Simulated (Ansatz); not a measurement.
Potential energy curve for Na2, singlet.

- RCCSD(T) = CCSD(T) on RHF/cc-pVTZ, frozen core run with Ansatz (a program for electronic structure)
- RKS-PBE0 = restricted PBE0/cc-pVTZ in Ansatz
- RKS-PBE = restricted PBE/cc-pVTZ (Ansatz)
- UCCSD(T) = CCSD(T) on UHF/cc-pVTZ, frozen core (Ansatz)
- UKS-PBE0 = unrestricted PBE0/cc-pVTZ (Ansatz)
- UKS-PBE = unrestricted PBE/cc-pVTZ (Ansatz)
- FCI = full CI/cc-pVTZ, frozen core in Ansatz

Cost and accuracy over the 20 points of the scan, with FCI as yardstick. Costs are rough ratios of core time within Ansatz on shared cores, each with its mean field (Kohn-Sham runs search longer for lower solutions than correlated ones do); the miss is the largest error against full CI of the curve after the mean shift, in kcal/mol.

Task: Which is the cheapest of these levels that stays within 1.9 kcal/mol of FCI?

Result: RCCSD(T).

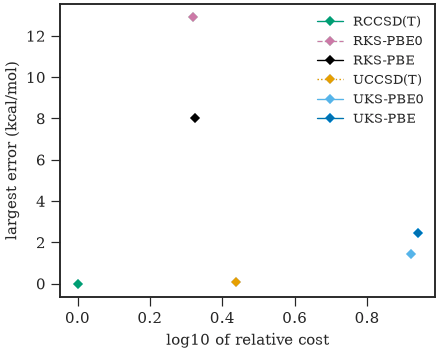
*Miss against cost, one point a level.*

| level | relative cost | largest error |
|---|---|---|
| RCCSD(T) | 1 | 0.0 |
| RKS-PBE0 | 2 | 12.9 |
| RKS-PBE | 2 | 8.0 |
| UCCSD(T) | 3 | 0.1 |
| UKS-PBE0 | 8 | 1.4 |
| UKS-PBE | 9 | 2.4 |

Costs within a factor of two of each other count as equal.

With two correlated electrons CCSD is exact in the basis where it finds the lowest root (RCCSD(T), UCCSD(T)). The restricted form behind RKS-PBE0, RKS-PBE keeps the bonding electrons paired and can't separate into open-shell fragments. The unrestricted determinant behind UCCSD(T) is spin-contaminated at 2.50 to 9.24 Å (<S²> up to 1.0, against 0.00 for a pure singlet). The unrestricted determinant behind UKS-PBE0 is spin-contaminated at 3.81 to 9.24 Å (<S²> up to 1.0, against 0.00 for a pure singlet). The unrestricted determinant behind UKS-PBE is spin-contaminated at 4.14 to 9.24 Å (<S²> up to 1.0, against 0.00 for a pure singlet).
